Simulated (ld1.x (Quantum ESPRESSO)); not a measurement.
**Cl: pseudopotential generation**

System: chlorine (Cl, Z = 17), core [Ne], reference valence 3s2 3p5, valence charge 7.
Method: TM potential, PBEsol, scalar-relativistic, made with ld1.x (Quantum ESPRESSO) 7.5.

### Input
```
 &input
   title='Cl', zed=17., rel=1, dft='PBESOL', iswitch=3,
   config='[Ne] 3s2 3p5',
   nld=2, rlderiv=1.25, eminld=-4.0, emaxld=5.0, deld=0.02
 /
 &inputp
   pseudotype=2, tm=.true., lloc=-1, rcloc=0.90,
   nlcc=.false.,
   file_pseudopw='Cl.UPF', file_wfcaegen='ae.wfc', file_wfcncgen='nc.wfc', file_beta='beta', file_chi='chi'
 /
2
3S  1  0   2.00   0.00  1.10  1.10  0.0
3P  2  1   5.00   0.00  1.15  1.15  0.0
 &test
   configts(1)='3s2 3p5'
 /
```

### Input of the test run
```
 &input
   title='Cl', zed=17., rel=1, dft='PBESOL', iswitch=2,
   config='[Ne] 3s2 3p5'
 /
 &test
   file_pseudo='Cl.UPF', nconf=8,
   configts(1)='3s2 3p5',
   configts(2)='3s2 3p4',
   configts(3)='3s2 3p3',
   configts(4)='3s2 3p2',
   configts(5)='3s1 3p5',
   configts(6)='3s1 3p6',
   configts(7)='3s2 3p5.3',
   configts(8)='3s2 3p1'
 /
```

Hardware: 1 CPU thread, shared host.

Command:
```bash
ld1.x < Cl.in > Cl.out
```

### The program's output
```
     Program LD1 v.7.5
     --------------------------- All-electron run ----------------------------

     Cl
     scalar relativistic calculation

     atomic number is 17.00
     dft =PBESOL   lsd =0 sic =0 latt =0  beta=0.20 tr2=1.0E-14
     Exchange-correlation= PBESOL
                           (   1   4  10   8   0   0   0)
     mesh =1157 r(mesh) = 101.16842 a.u. xmin = -7.00 dx = 0.01250
     1 Ry =  13.60569312 eV, c = 137.03599908

     n l     nl                  e(Ry)          e(Ha)          e(eV)
     1 0     1S 1( 2.00)      -201.8877      -100.9439     -2746.8221
     2 0     2S 1( 2.00)       -18.5357        -9.2678      -252.1910
     2 1     2P 1( 6.00)       -14.0691        -7.0346      -191.4200
     3 0     3S 1( 2.00)        -1.5154        -0.7577       -20.6182
     3 1     3P 1( 5.00)        -0.6293        -0.3146        -8.5614

     final scf error:  6.6E-15 reached in  21 iterations

     Etot =    -921.482478 Ry,    -460.741239 Ha,  -12537.407812 eV

     Ekin =     925.459962 Ry,     462.729981 Ha,   12591.524236 eV
     Encl =   -2198.997510 Ry,   -1099.498755 Ha,  -29918.885304 eV
     Eh   =     406.773187 Ry,     203.386593 Ha,    5534.431147 eV
     Exc  =     -54.718116 Ry,     -27.359058 Ha,    -744.477891 eV

     normalization and overlap integrals

     s(1S/1S) =  1.000000  <r> =   0.0911  <r2> =    0.0112  r(max) =   0.0596
     s(2S/2S) =  1.000000  <r> =   0.4448  <r2> =    0.2351  r(max) =   0.3603
     s(2P/2P) =  1.000000  <r> =   0.4073  <r2> =    0.2067  r(max) =   0.3025
     s(3S/3S) =  1.000000  <r> =   1.5369  <r2> =    2.7512  r(max) =   1.2735
     s(3P/3P) =  1.000000  <r> =   1.8431  <r2> =    4.0978  r(max) =   1.4252

     ------------------------ End of All-electron run ------------------------

     --------------------- Generating NC pseudopotential ---------------------

      Generating local potential from pseudized AE potential:
      Matching radius rcloc =   0.9000

      Local pseudo, rcloc= 0.897 Estimated cut-off energy=    29.48 Ry

      Wfc   3S  rcut= 1.096  Using Troullier-Martins method

      Wfc   3P  rcut= 1.152  Using Troullier-Martins method

     ------------------- End of pseudopotential generation -------------------

     --------------------------- All-electron run ----------------------------

     Cl
     scalar relativistic calculation

     atomic number is 17.00
     dft =PBESOL   lsd =0 sic =0 latt =0  beta=0.20 tr2=1.0E-14
     Exchange-correlation= PBESOL
                           (   1   4  10   8   0   0   0)
     mesh =1157 r(mesh) = 101.16842 a.u. xmin = -7.00 dx = 0.01250
     1 Ry =  13.60569312 eV, c = 137.03599908

     n l     nl                  e(Ry)          e(Ha)          e(eV)
     1 0     1S 1( 2.00)      -201.8877      -100.9439     -2746.8221
     2 0     2S 1( 2.00)       -18.5357        -9.2678      -252.1910
     2 1     2P 1( 6.00)       -14.0691        -7.0346      -191.4200
     3 0     3S 1( 2.00)        -1.5154        -0.7577       -20.6182
     3 1     3P 1( 5.00)        -0.6293        -0.3146        -8.5614

     final scf error:  6.6E-15 reached in  21 iterations

     Etot =    -921.482478 Ry,    -460.741239 Ha,  -12537.407812 eV

     Ekin =     925.459962 Ry,     462.729981 Ha,   12591.524236 eV
     Encl =   -2198.997510 Ry,   -1099.498755 Ha,  -29918.885304 eV
     Eh   =     406.773187 Ry,     203.386593 Ha,    5534.431147 eV
     Exc  =     -54.718116 Ry,     -27.359058 Ha,    -744.477891 eV

     normalization and overlap integrals

     s(1S/1S) =  1.000000  <r> =   0.0911  <r2> =    0.0112  r(max) =   0.0596
     s(2S/2S) =  1.000000  <r> =   0.4448  <r2> =    0.2351  r(max) =   0.3603
     s(2P/2P) =  1.000000  <r> =   0.4073  <r2> =    0.2067  r(max) =   0.3025
     s(3S/3S) =  1.000000  <r> =   1.5369  <r2> =    2.7512  r(max) =   1.2735
     s(3P/3P) =  1.000000  <r> =   1.8431  <r2> =    4.0978  r(max) =   1.4252

     ------------------------ End of All-electron run ------------------------

     Computing logarithmic derivative in   1.24989
     Computing logarithmic derivative in   1.24989
     Computing the partial wave expansion
     R is outside the sphere for l=    0 j= 0.00
     R is outside the sphere for l=    1 j= 0.00

     ---------------------- Testing the pseudopotential ----------------------

     Cl
     scalar relativistic calculation

     atomic number is 17.00   valence charge is  7.00
     dft =PBESOL   lsd =0 sic =0 latt =0  beta=0.20 tr2=1.0E-14
     mesh =1157 r(mesh) = 101.16842 xmin = -7.00 dx = 0.01250

     n l     nl             e AE (Ry)        e PS (Ry)    De AE-PS (Ry)
     1 0     3S   1( 2.00)       -1.51541       -1.51542        0.00001
     2 1     3P   1( 5.00)       -0.62925       -0.62924       -0.00001

     eps = 8.8E-15  iter =147

     Etot =    -921.482478 Ry,    -460.741239 Ha,  -12537.407812 eV
     Etotps =   -29.802973 Ry,     -14.901486 Ha,    -405.490099 eV

     Ekin =      10.808119 Ry,       5.404059 Ha,     147.051946 eV
     Encl =     -66.796822 Ry,     -33.398411 Ha,    -908.817064 eV
     Ehrt =      25.289864 Ry,      12.644932 Ha,     344.086135 eV
     Ecxc =      -5.499678 Ry,      -2.749839 Ha,     -74.826928 eV
     Epseu=       6.395544 Ry,       3.197772 Ha,      87.015812 eV

     ---------------------- End of pseudopotential test ----------------------
```

### Output of the test run (extracts)
```
     ---------------------- Testing the pseudopotential ----------------------

     Cl
     scalar relativistic calculation

     atomic number is 17.00   valence charge is  7.00
     dft =PBESOL   lsd =0 sic =0 latt =0  beta=0.20 tr2=1.0E-14
     mesh =1157 r(mesh) = 101.16842 xmin = -7.00 dx = 0.01250

     n l     nl             e AE (Ry)        e PS (Ry)    De AE-PS (Ry)
     1 0     3S   1( 2.00)       -1.51541       -1.51542        0.00001
     2 1     3P   1( 5.00)       -0.62925       -0.62924       -0.00001

     eps = 8.7E-15  iter =156

     Etot =    -921.482478 Ry,    -460.741239 Ha,  -12537.407812 eV
     Etotps =   -29.802973 Ry,     -14.901486 Ha,    -405.490099 eV

     Ekin =      10.808119 Ry,       5.404059 Ha,     147.051946 eV
     Encl =     -66.796822 Ry,     -33.398411 Ha,    -908.817064 eV
     Ehrt =      25.289864 Ry,      12.644932 Ha,     344.086135 eV
     Ecxc =      -5.499678 Ry,      -2.749839 Ha,     -74.826928 eV
     Epseu=       6.395544 Ry,       3.197772 Ha,      87.015812 eV

     ---------------------- End of pseudopotential test ----------------------

     ---------------------- Testing the pseudopotential ----------------------

     Cl
     scalar relativistic calculation

     atomic number is 17.00   valence charge is  7.00
     dft =PBESOL   lsd =0 sic =0 latt =0  beta=0.20 tr2=1.0E-14
     mesh =1157 r(mesh) = 101.16842 xmin = -7.00 dx = 0.01250

     n l     nl             e AE (Ry)        e PS (Ry)    De AE-PS (Ry)
     1 0     3S   1( 2.00)       -2.35258       -2.35094       -0.00164
     2 1     3P   1( 4.00)       -1.42444       -1.42290       -0.00154

     eps = 8.5E-15  iter =109

     Etot =    -920.465589 Ry,    -460.232794 Ha,  -12523.572332 eV
     Etotps =   -28.786610 Ry,     -14.393305 Ha,    -391.661783 eV
     dEtot_ae =       1.016889 Ry
     dEtot_ps =       1.016362 Ry,   Delta E=       0.000527 Ry

     Ekin =      10.077896 Ry,       5.038948 Ha,     137.116766 eV
     Encl =     -60.354359 Ry,     -30.177179 Ha,    -821.162887 eV
     Ehrt =      19.840609 Ry,       9.920305 Ha,     269.945243 eV
     Ecxc =      -4.800227 Ry,      -2.400113 Ha,     -65.310414 eV
     Epseu=       6.449470 Ry,       3.224735 Ha,      87.749509 eV

     ---------------------- End of pseudopotential test ----------------------

     ---------------------- Testing the pseudopotential ----------------------

     Cl
     scalar relativistic calculation

     atomic number is 17.00   valence charge is  7.00
     dft =PBESOL   lsd =0 sic =0 latt =0  beta=0.20 tr2=1.0E-14
     mesh =1157 r(mesh) = 101.16842 xmin = -7.00 dx = 0.01250

     n l     nl             e AE (Ry)        e PS (Ry)    De AE-PS (Ry)
     1 0     3S   1( 2.00)       -3.29449       -3.28914       -0.00535  !
     2 1     3P   1( 3.00)       -2.32496       -2.31931       -0.00566  !

     eps = 6.8E-15  iter =185

     Etot =    -918.598883 Ry,    -459.299442 Ha,  -12498.174506 eV
     Etotps =   -26.923081 Ry,     -13.461540 Ha,    -366.307178 eV
     dEtot_ae =       2.883595 Ry
     dEtot_ps =       2.879892 Ry,   Delta E=       0.003703 Ry

     Ekin =       8.904938 Ry,       4.452469 Ha,     121.157851 eV
     Encl =     -52.861200 Ry,     -26.430600 Ha,    -719.213266 eV
     Ehrt =      14.589897 Ry,       7.294948 Ha,     198.505660 eV
     Ecxc =      -4.005688 Ry,      -2.002844 Ha,     -54.500160 eV
     Epseu=       6.448972 Ry,       3.224486 Ha,      87.742738 eV

     ---------------------- End of pseudopotential test ----------------------

     ---------------------- Testing the pseudopotential ----------------------

     Cl
     scalar relativistic calculation

     atomic number is 17.00   valence charge is  7.00
     dft =PBESOL   lsd =0 sic =0 latt =0  beta=0.20 tr2=1.0E-14
     mesh =1157 r(mesh) = 101.16842 xmin = -7.00 dx = 0.01250

     n l     nl             e AE (Ry)        e PS (Ry)    De AE-PS (Ry)
     1 0     3S   1( 2.00)       -4.32060       -4.30866       -0.01193  !
     2 1     3P   1( 2.00)       -3.31202       -3.29832       -0.01370  !

     eps = 9.4E-15  iter = 17

     Etot =    -915.787193 Ry,    -457.893597 Ha,  -12459.919519 eV
     Etotps =   -24.120491 Ry,     -12.060246 Ha,    -328.176004 eV
     dEtot_ae =       5.695284 Ry
     dEtot_ps =       5.682481 Ry,   Delta E=       0.012803 Ry

     Ekin =       7.291957 Ry,       3.645978 Ha,      99.212125 eV
     Encl =     -44.470202 Ry,     -22.235101 Ha,    -605.047926 eV
     Ehrt =       9.849538 Ry,       4.924769 Ha,     134.009796 eV
     Ecxc =      -3.156434 Ry,      -1.578217 Ha,     -42.945474 eV
     Epseu=       6.364650 Ry,       3.182325 Ha,      86.595476 eV

     ---------------------- End of pseudopotential test ----------------------

     ---------------------- Testing the pseudopotential ----------------------

     Cl
     scalar relativistic calculation

     atomic number is 17.00   valence charge is  7.00
     dft =PBESOL   lsd =0 sic =0 latt =0  beta=0.20 tr2=1.0E-14
     mesh =1157 r(mesh) = 101.16842 xmin = -7.00 dx = 0.01250

     n l     nl             e AE (Ry)        e PS (Ry)    De AE-PS (Ry)
     1 0     3S   1( 1.00)       -2.39960       -2.39736       -0.00224
     2 1     3P   1( 5.00)       -1.46547       -1.46390       -0.00157

     eps = 9.7E-14  iter =201

     Etot =    -919.534429 Ry,    -459.767215 Ha,  -12510.903260 eV
     Etotps =   -27.855843 Ry,     -13.927922 Ha,    -378.998056 eV
     dEtot_ae =       1.948049 Ry
     dEtot_ps =       1.947129 Ry,   Delta E=       0.000919 Ry

     Ekin =      11.148695 Ry,       5.574347 Ha,     151.685720 eV
     Encl =     -59.613459 Ry,     -29.806730 Ha,    -811.082436 eV
     Ehrt =      19.566729 Ry,       9.783364 Ha,     266.218905 eV
     Ecxc =      -4.735424 Ry,      -2.367712 Ha,     -64.428719 eV
     Epseu=       5.777616 Ry,       2.888808 Ha,      78.608474 eV

     ---------------------- End of pseudopotential test ----------------------

     ---------------------- Testing the pseudopotential ----------------------

     Cl
     scalar relativistic calculation

     atomic number is 17.00   valence charge is  7.00
     dft =PBESOL   lsd =0 sic =0 latt =0  beta=0.20 tr2=1.0E-14
     mesh =1157 r(mesh) = 101.16842 xmin = -7.00 dx = 0.01250

     n l     nl             e AE (Ry)        e PS (Ry)    De AE-PS (Ry)
     1 0     3S   1( 1.00)       -1.56365       -1.56297       -0.00068
     2 1     3P   1( 6.00)       -0.66919       -0.66894       -0.00025

     eps = 8.1E-15  iter =144

     Etot =    -920.592127 Ry,    -460.296064 Ha,  -12525.293977 eV
     Etotps =   -28.912829 Ry,     -14.456414 Ha,    -393.379078 eV
     dEtot_ae =       0.890351 Ry
     dEtot_ps =       0.890144 Ry,   Delta E=       0.000207 Ry

     Ekin =      11.803917 Ry,       5.901959 Ha,     160.600476 eV
     Encl =     -66.066931 Ry,     -33.033466 Ha,    -898.886389 eV
     Ehrt =      24.980112 Ry,      12.490056 Ha,     339.871735 eV
     Ecxc =      -5.433684 Ry,      -2.716842 Ha,     -73.929041 eV
     Epseu=       5.803757 Ry,       2.901879 Ha,      78.964142 eV

     ---------------------- End of pseudopotential test ----------------------

     ---------------------- Testing the pseudopotential ----------------------

     Cl
     scalar relativistic calculation

     atomic number is 17.00   valence charge is  7.00
     dft =PBESOL   lsd =0 sic =0 latt =0  beta=0.20 tr2=1.0E-14
     mesh =1157 r(mesh) = 101.16842 xmin = -7.00 dx = 0.01250

     n l     nl             e AE (Ry)        e PS (Ry)    De AE-PS (Ry)
     1 0     3S   1( 2.00)       -1.28992       -1.29013        0.00021
     2 1     3P   1( 5.30)       -0.41595       -0.41608        0.00013

     eps = 7.4E-15  iter =178

     Etot =    -921.638910 Ry,    -460.819455 Ha,  -12539.536175 eV
     Etotps =   -29.959441 Ry,     -14.979721 Ha,    -407.618962 eV
     dEtot_ae =      -0.156432 Ry
     dEtot_ps =      -0.156469 Ry,   Delta E=       0.000037 Ry

     Ekin =      10.941096 Ry,       5.470548 Ha,     148.861197 eV
     Encl =     -68.485061 Ry,     -34.242531 Ha,    -931.786728 eV
     Ehrt =      26.894790 Ry,      13.447395 Ha,     365.922264 eV
     Ecxc =      -5.682687 Ry,      -2.841343 Ha,     -77.316895 eV
     Epseu=       6.372421 Ry,       3.186210 Ha,      86.701200 eV

     ---------------------- End of pseudopotential test ----------------------

     ---------------------- Testing the pseudopotential ----------------------

     Cl
     scalar relativistic calculation

     atomic number is 17.00   valence charge is  7.00
     dft =PBESOL   lsd =0 sic =0 latt =0  beta=0.20 tr2=1.0E-14
     mesh =1157 r(mesh) = 101.16842 xmin = -7.00 dx = 0.01250

     n l     nl             e AE (Ry)        e PS (Ry)    De AE-PS (Ry)
     1 0     3S   1( 2.00)       -5.41617       -5.39405       -0.02212  !
     2 1     3P   1( 1.00)       -4.37186       -4.34442       -0.02744  !

     eps = 8.5E-15  iter = 27

     Etot =    -911.951001 Ry,    -455.975501 Ha,  -12407.725466 eV
     Etotps =   -20.303984 Ry,     -10.151992 Ha,    -276.249772 eV
     dEtot_ae =       9.531477 Ry
     dEtot_ps =       9.498989 Ry,   Delta E=       0.032488 Ry

     Ekin =       5.242371 Ry,       2.621185 Ha,      71.326086 eV
     Encl =     -35.299998 Ry,     -17.649999 Ha,    -480.280934 eV
     Ehrt =       5.850209 Ry,       2.925104 Ha,      79.596142 eV
     Ecxc =      -2.287330 Ry,      -1.143665 Ha,     -31.120707 eV
     Epseu=       6.190764 Ry,       3.095382 Ha,      84.229642 eV

     ---------------------- End of pseudopotential test ----------------------
```

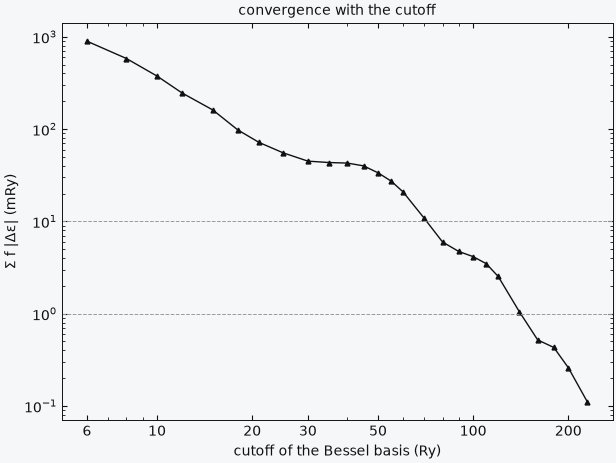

The pseudo-atom Hamiltonian at the reference potential is diagonalised in spherical Bessel functions (20 bohr box) up to the cutoff. Curve: occupation-weighted sum of the valence levels' distances from their values at 400 Ry.

- Cutoffs for 10 and 1 mRy in the occupation-weighted sum of levels: 80 Ry and 160 Ry, on the ladder of cutoffs that was run.
- Error at 55 Ry: about 27 mRy.

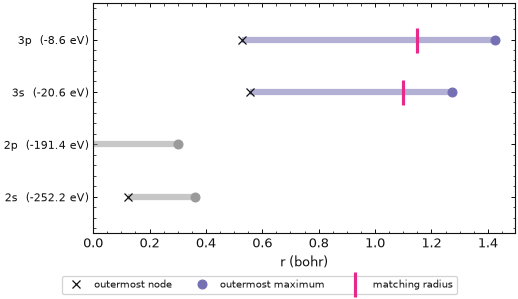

Outer shells of the all-electron reference atom: each bar runs from the outermost node (or the nucleus) to the outermost maximum of u(r); the tick is the radius chosen for the pseudo-wave. Shells without a tick have no pseudo-wave of their own. Levels, nodes and maxima are from ld1.x, scalar-relativistic.

- Radii against the shells: 3s: 1.10 bohr, between node and maximum; 3p: 1.15 bohr, between node and maximum.

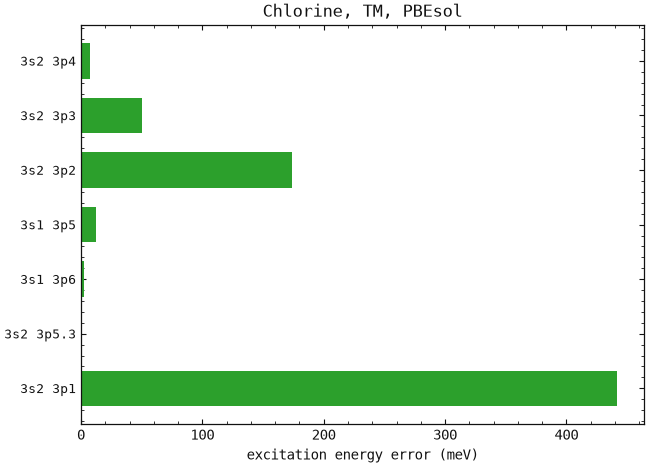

Errors, all-electron minus pseudo, of the energies of valence configurations relative to the unpolarised reference 3s2 3p5.

- Worst configuration: 3s2 3p1 (charge +4): the error is +442 meV on an all-electron energy of +129.68 eV relative to the reference, or 0.34 %.
- Errors in meV: 3s2 3p4: +7.2; 3s2 3p3: +50; 3s2 3p2: +174; 3s1 3p5: +13; 3s1 3p6: +2.8; 3s2 3p5.3: +0.5; 3s2 3p1: +442.
- Configurations within 10 meV and within 50 meV: 3 and 4 of 7.

### Results in brief

- outcome: generated, with a spurious state above the valence levels
- cutoffs needed: 80 Ry and 160 Ry (the cutoffs, on a coarse ladder, from which the occupation-weighted sum of valence levels, in a spherical-Bessel basis at the reference potential, stays within 10 and 1 mRy of its value at 400 Ry); ghost states and empty shells don't enter this sum
- ghost test: no ghost state below the valence levels in the s, p, d, f channels (spherical-Bessel basis up to 400 Ry, 20 bohr box)
- largest excitation error: +442 meV (all-electron minus pseudo) for 3s2 3p1, out of 7 test configurations
- clearest signs, in the scattering phases, of states that the all-electron atom lacks: s near 1.5 Ry
- range over which the phases arctan(r u′/u) at the test radius agree within 0.05 rad (a looser test near the poles than one of phase shifts): s: up to about -0.1 Ry; p: up to about 2.8 Ry
- wall time: 1.8 s

### Notes

The Bessel test looks below the valence levels only. The scattering phases show an s state near 1.5 Ry, 3.0 Ry above the channel's reference energy, that the all-electron atom lacks; it spoils states at that energy. An excitation error of 442 meV in its own tests makes this a poorly transferable potential.
